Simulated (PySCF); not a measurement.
# C4H15AsN2Si3: the cost of one run

Programs: PySCF 2.14.0, with routines of our own; each step states its level. All values are computed. Atoms count from 0.

## Step 1: The starting structure

25 atoms, charge 0, multiplicity 1; geometry from: GFN2-xTB.

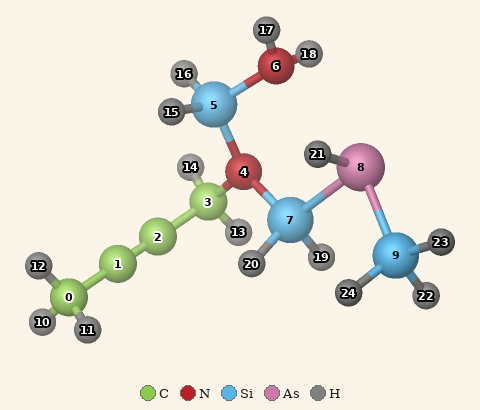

The starting geometry (carbon green, nitrogen red, silicon blue, arsenic pink, hydrogen grey).

## Step 2: Magnetic properties: GIAO HF/pcSseg-1

What the job is given:

```
{"job": {"kind": "mag", "xc": "HF", "basis": "pcSseg-1", "isotopologues": 0}, "charge": 0, "multiplicity": 1}
C     -3.658285    -1.964593     1.002456
C     -2.884751    -1.189744     0.055355
C     -2.268457    -0.555116    -0.753659
C     -1.425992     0.241142    -1.625484
N     -0.272670     0.783180    -0.929375
Si    -0.539827     2.198078     0.027681
N      1.010653     2.954507     0.152075
Si     0.977072    -0.376337    -0.577085
As     2.949164     0.629531     0.051366
Si     3.955001    -1.406157     0.522966
H     -4.512188    -2.424903     0.505559
H     -3.036381    -2.749613     1.432691
H     -4.021006    -1.317621     1.801492
H     -1.073916    -0.385335    -2.451640
H     -2.018094     1.063506    -2.041973
H     -0.959044     1.945489     1.411951
H     -1.552994     2.988745    -0.688331
H      1.094226     3.683059     0.842345
H      1.430424     3.268698    -0.709989
H      1.153675    -1.100307    -1.857065
H      0.445585    -1.386159     0.366014
H      2.544349     0.820470     1.483930
H      4.135067    -2.198887    -0.702703
H      5.296087    -1.229950     1.104548
H      3.221367    -2.267537     1.463647
```

Level: GIAO HF/pcSseg-1 magnetisability, rotational g tensor and spin-rotation constants, non-relativistic, gas phase.

Launch:

```console
$ OMP_NUM_THREADS=1 python excited_run.py task.json out
```

This one command runs all jobs of the session in turn.

**Question.** How long does this job take on 1 thread of Arm Neoverse N1, shared host, and how much memory does it need?

About 2.5 min, with a peak of 1.5 GiB.
